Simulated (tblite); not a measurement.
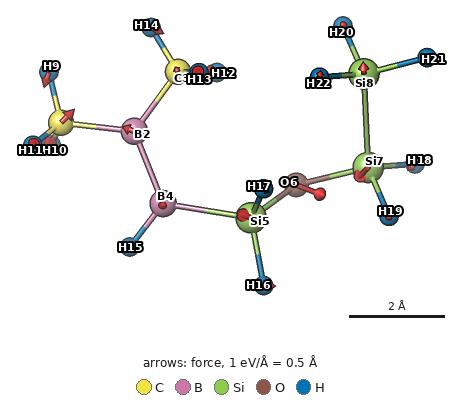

Starting geometry of C2H14B2OSi3 with the computed forces as red arrows. The picture is a ball-and-stick view, seen face on.

Computed with GFN2-xTB geometry optimisation, gas phase in tblite. 

Question: Is this structure relaxed? If not, where do the atoms go?

Answer: It isn't relaxed: the largest force vector, on the O atom, is 2.81 eV/Å. The final displacements have little in common with the starting forces (cosine between the two patterns 0.16). An H atom moves most after the best rigid fit: 2.92 Å. Largest moves by element: H 2.92 Å, C 1.56 Å, Si 1.14 Å, B 1.09 Å, O 0.89 Å. Some distances before and after: Si–Si 2.764 → 3.198 Å, O–Si 1.719 → 1.617 Å, O–Si 1.717 → 1.637 Å, Si–Si 2.238 → 2.302 Å. Bond angles that change, for instance: Si–O–Si 107.1° → 158.8°, B–Si–H 106.7° → 115.5°, O–Si–H 111.9° → 103.4°. Groups turn about O–Si by about 120°, O–Si by about 110°, B–B by about 90°. After 210 geometry steps the energy has fallen by 1.420 eV. The run took 2.1 s on 1 thread of Arm Neoverse V2, on a shared host.
